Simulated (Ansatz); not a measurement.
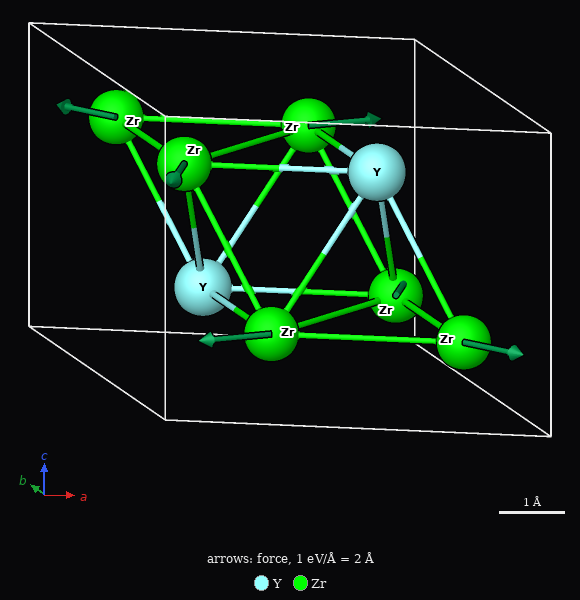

Starting geometry of a crystal of YZr3 (built on the Ni3Sn (D0_19)_194 type) (coarse preliminary run) with the computed forces as green arrows. Style: ball-and-stick. Shown: the cell of the calculation, slightly off an axis.

Case: Ni3Sn (D0_19) type (P6_3/mmc, No. 194).

All numbers below come from Ansatz 0.2.0, DFT PBE, scalar-relativistic, plane waves, PAW.

Input file:
```yaml
crystal:
  lattice:
    - [6.0386248636, 0.0, 0.0]
    - [-3.0193124318, 5.2296025358, 0.0]
    - [0.0, 0.0, 4.8469281664]
  atoms:
    - { symbol: "Y", position: [0.3333333333, 0.6666666667, 0.25] }
    - { symbol: "Y", position: [0.6666666667, 0.3333333333, 0.75] }
    - { symbol: Zr, position: [0.833, 0.666, 0.25] }
    - { symbol: Zr, position: [0.167, 0.833, 0.75] }
    - { symbol: Zr, position: [0.334, 0.167, 0.25] }
    - { symbol: Zr, position: [0.167, 0.334, 0.75] }
    - { symbol: Zr, position: [0.833, 0.167, 0.25] }
    - { symbol: Zr, position: [0.666, 0.833, 0.75] }
basis:
  ecutwfc: 420
kpoints:
  mp_grid: { grid: [3, 3, 4] }
hamiltonian:
  xc: pbe
scf:
  occupations: { method: gaussian, width: 0.1 }
  lower_state_search: "off"
output:
  forces: true
  stress: true
  eigenvalues: true
relax:
  adjacent_minimum: "off"
  f_tol: 0.04
  max_steps: 70
  cell: { stress_tol: 0.4 }
```

Run as
```bash
ansatz run input.yaml --threads 1 --pin off --max-ram 2560MiB --backend cpu --events-out ev --progress --plain --runs-dir out
```

**What follows when this structure is relaxed?**

It isn't relaxed: the largest force vector, on Zr atoms, is 0.62 eV/Å. The atoms end up moving mostly along the starting forces (cosine between the two patterns 1.00). After 4 accepted moves (5 points after the start) the energy has fallen by 501 meV per atom. The largest force component goes from 0.62 to 0.025 eV/Å. Pressure: 32.20 GPa at the start and 0.00 GPa at the end. At 1 point the geometry stayed and the basis and grid were re-selected for the new cell (energy shift of 1.1 meV per atom at most each time). The largest moves relative to the cell, 0.072 Å, are those of Zr3, Zr4, Zr5, Zr6, Zr7 and Zr8. Zr5 goes along [−2 −1 0]. Y stays in place. The drawn cell changes as follows: a = b 6.039 → 6.640 Å (+10.0 %), c 4.847 → 5.260 Å (+8.5 %); the volume changes by +31.2 %. Some distances before and after: Zr3–Zr5 3.013 → 3.438 Å, Y1–Zr4 2.983 → 3.295 Å, Y1–Zr3 3.019 → 3.320 Å, Zr3–Zr4 2.987 → 3.215 Å. The space group stays P6_3/mmc (No. 194).
